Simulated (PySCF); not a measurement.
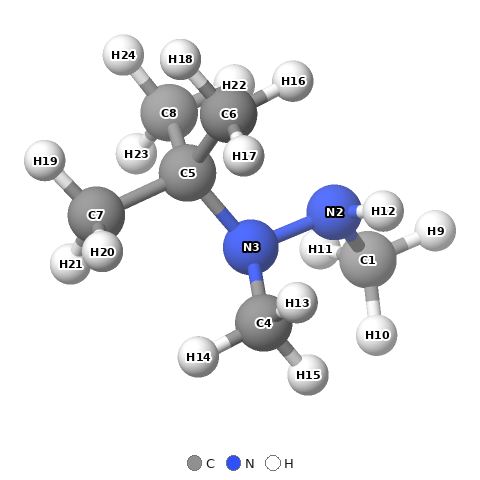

Geometry used (C₆H₁₆N₂, SMILES CNN(C)C(C)(C)C).

Kohn-Sham orbital energies near the frontier, PBE0/def2-SVPD, PySCF, at a PBE0-D3(BJ)/def2-SVP geometry (no frequency check), isolated molecule; empty levels in grey, levels within 0.03 eV side by side.

### Where do the frontier orbitals lie?

HOMO at −6.19 eV, LUMO at 0.65 eV, 6.84 eV apart.

### How far below the HOMO does the next level lie?

0.41 eV.

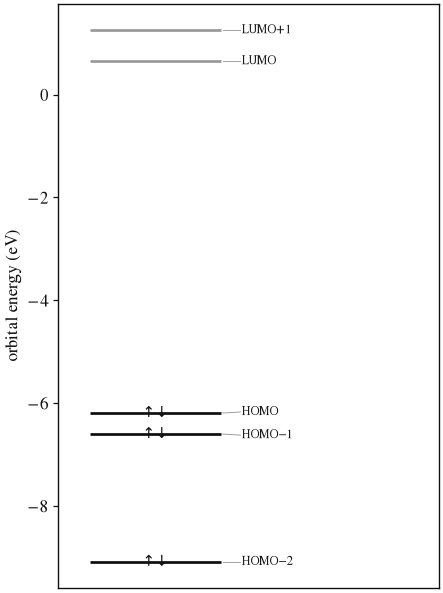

Note: one conformer of a flexible molecule; empty levels above zero depend strongly on the basis.
